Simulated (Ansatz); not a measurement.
# CH₆Al₂Sn: an energy map over angle H5–Al1–Sn2 and dihedral H5–Al1–Sn2–C3

A grid of calculations on CH6Al2Sn, SMILES [AlH2][SnH]1[CH2][AlH]1, to see where the energy is lowest and how it rises around there.

Method: RKS CAM-B3LYP-D4/def2-SVP; program: Ansatz 0.2.0.

### 1 Starting geometry

SMILES `[AlH2][SnH]1[CH2][AlH]1`, 10 atoms, charge 0, spin multiplicity 1.

Atoms are counted from 1 here; the program's logs count them from 0.

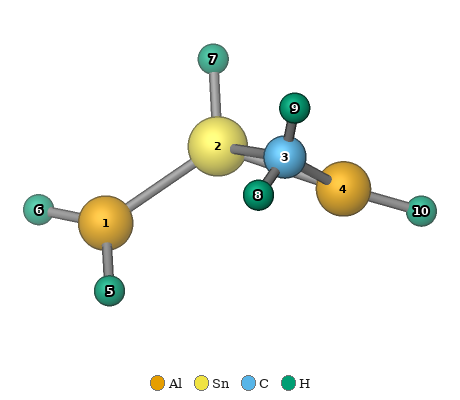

As it starts; aluminium amber, tin yellow, carbon blue, hydrogen teal; atoms are numbered from 1 in the order of the file.

Geometry (Å):

```xyz
10
CH6Al2Sn
Al   -1.5903    1.8429    0.8709
Sn    0.4476    0.8075   -0.3977
C     0.8728   -1.3838    0.3023
Al    0.4686   -1.5027   -1.5842
H    -2.6877    0.8100    1.4265
H    -1.8451    3.4237    0.9719
H     1.9539    1.6620   -0.5182
H     0.1023   -1.6474    1.0565
H     1.8838   -1.5718    0.7184
H     0.4772   -2.4915   -2.8437
```

This geometry comes from a loose relaxation at PBE in a small basis, which is not shown.

### 3 Plan of the scan

- angle H5–Al1–Sn2: 7 values from 72.4 to 162.4 °
- dihedral H5–Al1–Sn2–C3: 8 values from −180 to 135 °, periodic

Nothing else is relaxed (all other coordinates rigid). Energies count from the relaxed molecule at the same level. Points are written as (first, second).

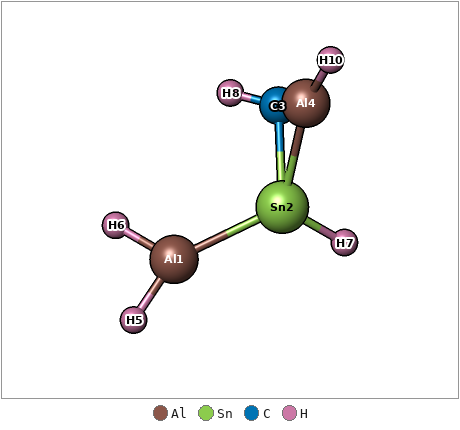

The geometry at (147.4°, −180°).

(The set-up runs are not shown.)

### 4 Point (117.4°, −45°)

File input.yaml:

```yaml
crystal:
  periodic: [false, false, false]
  atoms:
    - { symbol: Al, position_ang: [-1.580489, 1.82004, 0.843749] }
    - { symbol: Sn, position_ang: [0.433948, 0.78406, -0.439272] }
    - { symbol: C, position_ang: [1.256405, -1.051953, 0.674034] }
    - { symbol: Al, position_ang: [0.731216, -1.678408, -1.059307] }
    - { symbol: H, position_ang: [-2.682111, 0.823683, 1.399548] }
    - { symbol: H, position_ang: [-1.782918, 3.381983, 1.011515] }
    - { symbol: H, position_ang: [1.743547, 1.808738, -0.856391] }
    - { symbol: H, position_ang: [0.630412, -1.268223, 1.55251] }
    - { symbol: H, position_ang: [2.310666, -0.98908, 0.979519] }
    - { symbol: H, position_ang: [0.734857, -2.919507, -2.031786] }
basis:
  gaussian: { orbitals: def2-SVP }
hamiltonian:
  xc: { name: CAM-B3LYP }
  dispersion: d4
output:
  forces: true
```

On the command line:

```console
$ ansatz run input.yaml --threads 1 --pin off --max-ram 2560MiB --backend cpu --events-out ev --progress --plain --runs-dir out
```

The session goes on with these runs: all other points of the grid.

Q: Predict the outcome of this session. Wanted: lowest point; highest computed point; largest force on an atom; dipole moment.

The runs gave:

| quantity | value |
| --- | --- |
| lowest point | (117.4°, −45°), 1.1 kJ/mol |
| highest computed point | (72.4°, −135°), 137 kJ/mol above the lowest |
| largest force on an atom (eV/Å) | 0.06 at (117.4°, −45°) to 2.05 at (72.4°, −135°); 0.06 at the lowest point |
| dipole moment (D) | 0.68 at (117.4°, 45°) to 3.26 at (162.4°, −45°); 1.07 at the lowest point |
| time for the whole task | 8.7 min on 1 thread, shared host |

In words: The lowest computed point is at (117.4°, −45°), 1.1 kJ/mol from the relaxed molecule at the same level. A higher local minimum lies near (117.4°, 135°) (1.8 kJ/mol above the lowest at that grid point). The highest computed point, (72.4°, −135°), lies 137 kJ/mol above the lowest. On the interpolated surface the easiest way out of the lowest well to the well at (117.4°, 135°) passes a barrier of about 13 kJ/mol. Round the minimum the two coordinates are nearly uncoupled.
